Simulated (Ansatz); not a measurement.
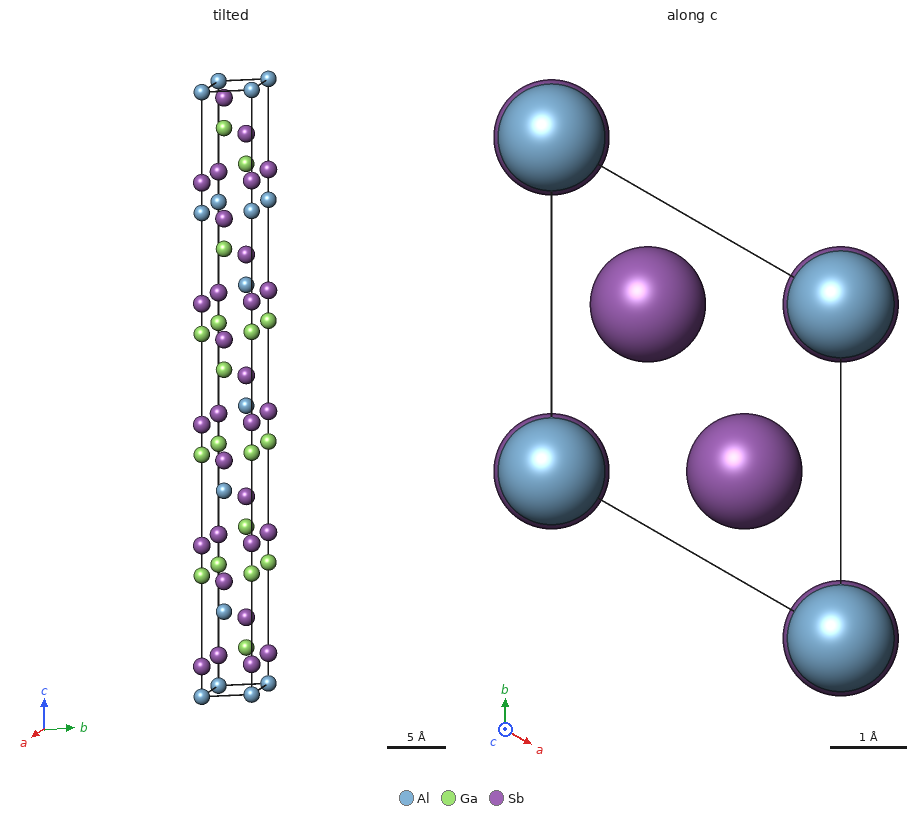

We look at a spheres-only model of the crystal slightly off an axis and along the c axis. The edges of the conventional unit cell are marked.

Al₂Ga₃Sb₅, space group R3m (No. 160), a = 4.398 Å, b = 4.398 Å, c = 53.839 Å, α = 90.00°, β = 90.00°, γ = 120.00°. The initial geometry was a structure type filled with these elements by a generator (whether the compound takes this form wasn't checked). Earlier steps of the study, as a rule a relaxation of our own, may have changed the cell and positions, so they can lie some per cent off the listed ones. Ansatz was used for an electronic-structure calculation on it.

This one geometry was computed with Ansatz (DFT, plane waves, PAW) at three levels of theory: PBEsol, r2SCAN and PBE.

Which level gives the highest pressure at this volume, and what does that say about its equilibrium volume?

Highest: PBE (0.0 GPa), which points to the largest equilibrium volume. Lowest, with the smallest volume: PBEsol (-2.0 GPa) and r2SCAN (-1.6 GPa). Levels within 0.5 GPa of each other can't be told apart.

How does the band gap change with the level of theory?

PBEsol: a gap of 0.06 eV, direct; PBE: a gap of 0.10 eV, direct; r2SCAN: a gap of 0.46 eV, direct.

Collect the results in a table.

| level | cutoff (eV) | k-mesh of the run's cell | gap (eV) | pressure (GPa) |
| --- | --- | --- | --- | --- |
| PBEsol | 420 | 12×12×12 | 0.06 | -2.0 |
| r2SCAN | 500 | 12×12×12 | 0.46 | -1.6 |
| PBE | 420 | 12×12×12 | 0.10 | 0.0 |

Gaps are taken on the k-mesh or band path of each run.
